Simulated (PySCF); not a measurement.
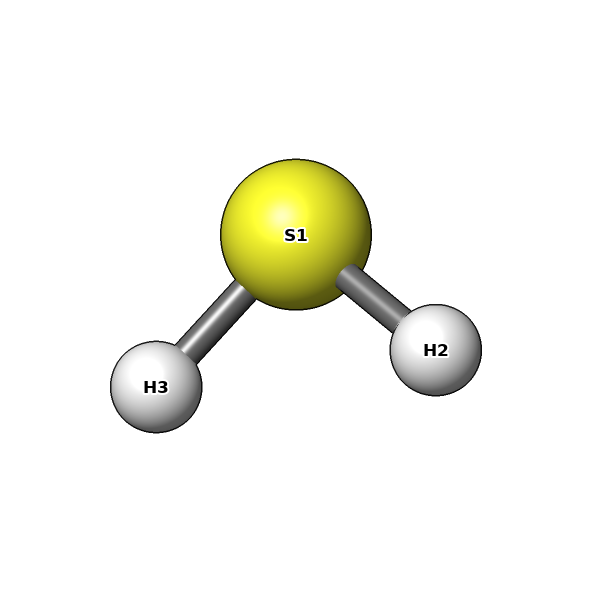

The thickness of each stick grows with its Mayer bond order. The geometry was computed by an optimisation with PBE0/def2-TZVP. Computed with PBE0/def2-TZVP (PySCF 2.14.0).

List the Mayer bond orders of S1–H2 (one bond of each equivalent set).

| bond | Mayer order | length (Å) |
| --- | --- | --- |
| S1–H2 | 0.96 | 1.341 |
